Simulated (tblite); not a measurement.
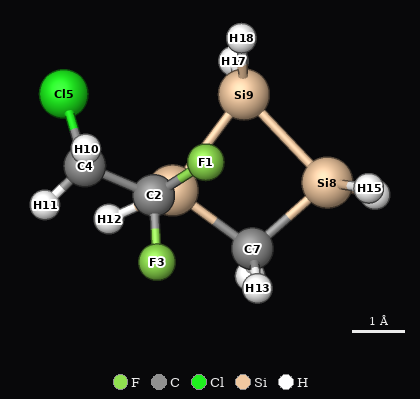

**Figure 1.** The structure as given in the input (ball-and-stick view, seen at a tilt; atoms are numbered from 1 in the order of the input). Bond lengths as drawn: C–C 1.52 Å, C–Cl 1.77 Å, C–F 1.37 to 1.38 Å, C–H 1.09 Å, C–Si 1.93 to 1.95 Å, H–Si 1.47 Å and Si–Si 2.34 to 2.36 Å.

# Frequency calculation, with input and output: C₃H₉ClF₂Si₃

C₃H₉ClF₂Si₃, SMILES FC(F)(CCl)[Si@@H]1C[SiH2][SiH2]1, computed with GFN2-xTB harmonic vibrations, gas phase (tblite 0.8.0).

It belongs to a series of runs on one base structure; here: H on C replaced by CH2Cl.

**Output**
```
mode    cm-1     km/mol
  1      37.9      0.18
  2      42.7      0.14
  3      57.5      4.01
  4      86.4      2.26
  5     114.1      1.69
  6     153.5      3.18
  7     211.3      1.33
  8     269.2     10.40
  9     301.2     20.36
 10     325.7     22.69
 11     334.8     18.32
 12     364.2      9.30
 13     384.3     11.04
 14     397.0      3.01
 15     428.0     25.48
 16     438.9      1.61
 17     471.3    170.31
 18     480.7      9.74
 19     495.6      8.62
 20     571.5     58.84
 21     584.8    177.36
 22     617.6    124.34
 23     635.6     85.43
 24     685.5    278.68
 25     700.1     29.88
 26     730.9    367.47
 27     777.8      1.48
 28     791.1    237.12
 29     811.5    118.46
 30     845.9     23.09
 31     960.6      3.41
 32     984.6     72.59
 33    1051.9     34.12
 34    1093.8     57.12
 35    1107.8     37.41
 36    1163.8     14.17
 37    1242.3      3.36
 38    1415.2      9.26
 39    1467.2      3.32
 40    2173.0    155.67
 41    2175.4    276.44
 42    2190.2    374.37
 43    2211.1    392.68
 44    2232.0    320.62
 45    2977.6      1.61
 46    2989.0     26.47
 47    3000.1      1.12
 48    3007.2      4.33
```

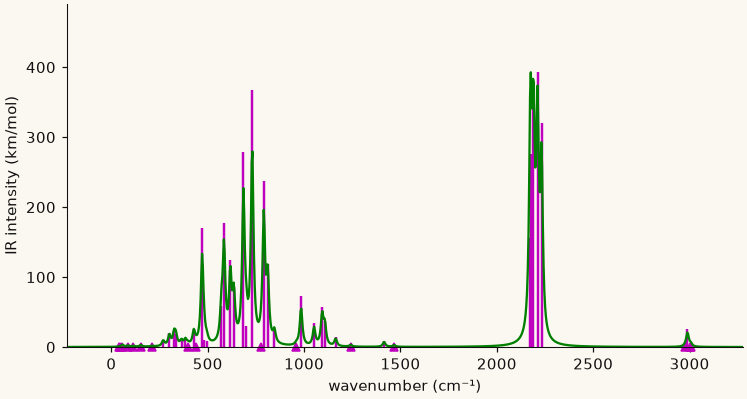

**Figure 2.** Harmonic infrared spectrum, unscaled: sticks (degenerate modes added up, dark ones marked on the axis) with a Lorentzian envelope of 16 cm⁻¹ full width, scaled to the tallest stick. 48 modes from 38 to 3007 cm⁻¹, none imaginary. The strongest line is at 2211 cm⁻¹ (393 km/mol).

The run was set up as follows.

**Input**
```
{"job": {"kind": "ir", "xc": "GFN2-xTB", "basis": "xTB"}, "charge": 0, "multiplicity": 1}
F      1.090177     1.342278     0.806413
C      1.475252     0.453451    -0.171944
F      1.726290     1.252982    -1.260718
C      2.786790    -0.192836     0.230467
Cl     2.467762    -1.631075     1.209669
Si     0.002713    -0.781437    -0.508372
C     -1.338795     0.321592    -1.342330
Si    -2.491583     0.768865     0.147037
Si    -1.323331    -0.831769     1.421553
H      3.408296     0.486160     0.816620
H      3.317109    -0.507526    -0.667919
H      0.633194    -1.752316    -1.416827
H     -0.935586     1.192744    -1.854710
H     -1.883449    -0.239076    -2.100730
H     -2.366618     2.181666     0.514491
H     -3.906078     0.555732    -0.188242
H     -1.976716    -2.127730     1.654010
H     -0.694184    -0.485388     2.699876
```

The first line tells a small driver script what to run in tblite; the rest is the geometry in Å.

Run as:
```bash
OMP_NUM_THREADS=1 python <driver script> task.json out
```

**Results in brief**

| quantity | value |
| --- | --- |
| outcome | converged |
| total energy | −820.8039 eV |
| zero-point energy | 66.6030 kcal/mol |
| hardware | 1 CPU thread, shared host |
| wall time | 1.9 s |
| peak memory | 0.18 GiB |
